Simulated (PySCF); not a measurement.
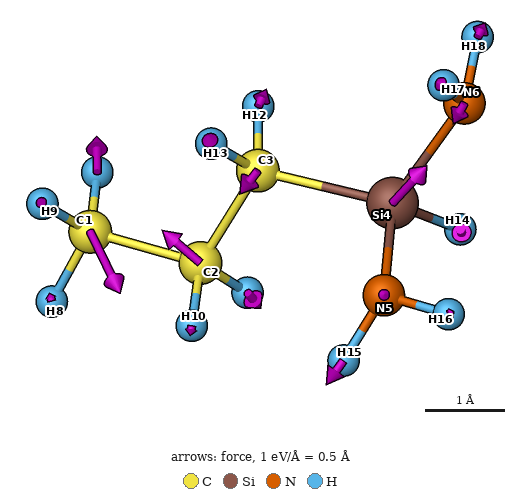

Starting geometry of C₃H₁₂N₂Si with the computed forces as purple arrows. A ball-and-stick model, seen at a tilt.

The start comes from GFN2-xTB. Its atoms were then displaced at random by about 0.01 Å.

These are results of PySCF 2.14.0, density-fitted response routines, PBE0-D3(BJ)/def2-SVP geometry optimisation, gas phase, not measurements. 

What follows when this structure is relaxed?

Answer. It isn't relaxed: the largest force vector, on a C atom, is 2.25 eV/Å. The final displacements have little in common with the starting forces (cosine between the two patterns 0.14). The atom that moves furthest after the best rigid fit is an H atom (0.34 Å). Largest moves by element: H 0.34 Å, N 0.08 Å, Si 0.07 Å, C 0.06 Å. Among the contacts that change: C–H 1.066 → 1.102 Å, C–C 1.557 → 1.522 Å, H–Si 1.471 → 1.505 Å, C–Si 1.856 → 1.885 Å. Bond angles that change, for instance: N–Si–N 101.7° → 106.6°, Si–C–H 111.3° → 106.9°, Si–N–H 116.7° → 120.9°. Groups turn about N–Si by about 25°. Over 7 geometry steps the energy falls by 4.46 kcal/mol. Cost: 2 min on 1 thread of Arm Neoverse N1, on a shared host.
